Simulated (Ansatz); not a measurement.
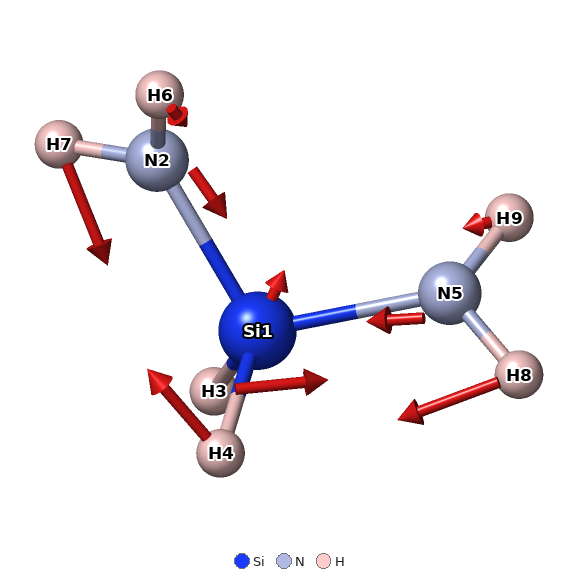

The arrows show one normal mode. Harmonic vibrations computed with RKS PBE0-D4/def2-TZVP (Ansatz 0.2.0) at a stationary point of the same level.

> At what wavenumber does it lie?

821 cm⁻¹; it is mode 9 of 21 counted from the lowest.
